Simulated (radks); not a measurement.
## Nb: atomic calculation

Atomic niobium (Nb) in the configuration [Kr] 4d3.5 5s1.5 (open shells shared over both j by 2j + 1). Computed at this level: Dirac Kohn-Sham, PBE, spin-unpolarised, spherical densities, finite nucleus (the in-house radial solver radks).

## Key numbers

| quantity | value |
| --- | --- |
| outcome | converged |
| total energy | −3820.0757 hartree |
| kinetic energy | 3954.2431 hartree |
| electron–nucleus energy | −9223.6940 hartree |
| Hartree energy | 1568.1947 hartree |
| exchange–correlation energy | −118.819585 hartree |
| radius at density 0.001 e/bohr³ | 4.90 bohr |
| SCF iterations | 14 |
| hardware | 1 CPU thread, shared host |

## Input
```
Z 41
configuration [Kr] 4d3.5 5s1.5
relativity Dirac
functional pbe,pbe
spin unpolarised
j_filling average
nucleus finite rms 4.324 fm
c 137.035999084
```

Energies in input and log are in hartree, lengths in bohr (the nuclear radius in fm).

## Log
```
1s1/2   1   2.0000        -690.90531644
2s1/2   1   2.0000         -96.66168071
2p1/2   1   2.0000         -88.71078242
2p3/2   1   4.0000         -85.19100894
3s1/2   1   2.0000         -16.16605312
3p1/2   1   2.0000         -13.17238990
3p3/2   1   4.0000         -12.60229574
3d3/2   1   4.0000          -7.31716299
3d5/2   1   6.0000          -7.21103536
4s1/2   1   2.0000          -2.18692523
4p1/2   1   2.0000          -1.36075964
4p3/2   1   4.0000          -1.28321518
4d3/2   1   1.4000          -0.14277710
4d5/2   1   2.1000          -0.13671951
5s1/2   1   1.5000          -0.15855587
Etot -3820.0757183773812
Ekin 3954.243084416873
Encl -9223.693956425825
Eh 1568.1947391138483
Exc -118.81958548227774
err 7.171096601111148e-09
it 14
```

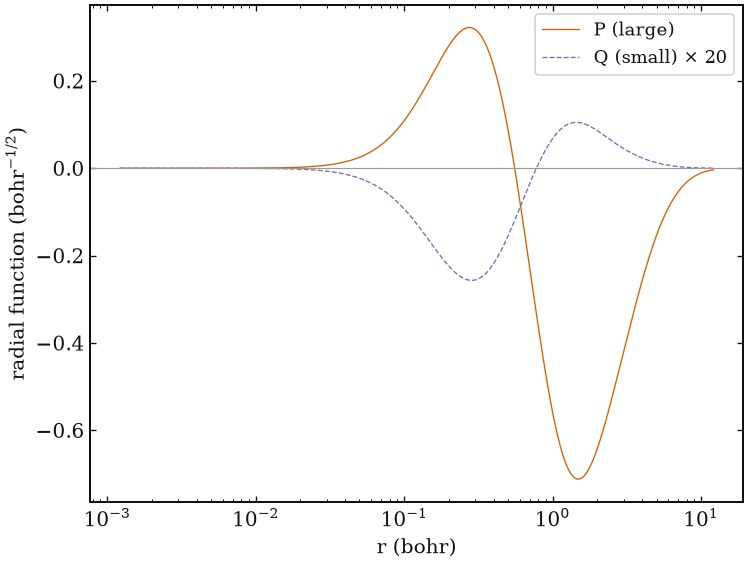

The large and small radial components of the 4d5/2 spinor. The spinor has κ = −3: the large component has l = 2 and 1 radial node (r = 0.555 bohr), the small one has l = 3. The small component carries 0.0090 % of the norm; ⟨r⟩ = 2.14 bohr and the eigenvalue is −3.72 eV.

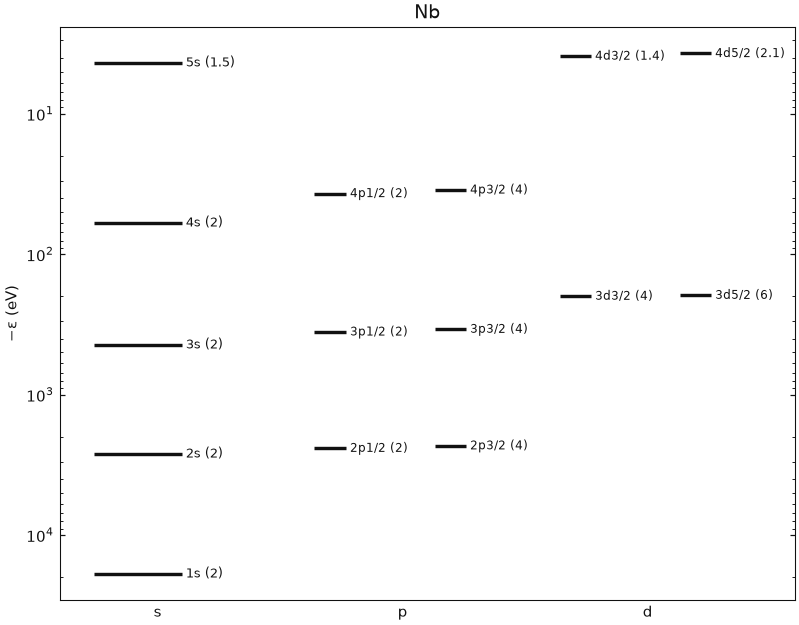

All occupied levels, on a logarithmic scale of binding energy, are drawn by angular momentum (occupations in brackets, the lower j at the left of each column). The highest occupied level is 4d5/2 at −3.72 eV. The highest 5 occupied levels, from the top down, are 4d5/2 (−3.72 eV), 4d3/2 (−3.89 eV), 5s (−4.31 eV), 4p3/2 (−34.9 eV), 4p1/2 (−37.0 eV). Spin-orbit splittings: 4d 0.165 eV, 4p 2.11 eV, 3d 2.89 eV, 3p 15.5 eV.
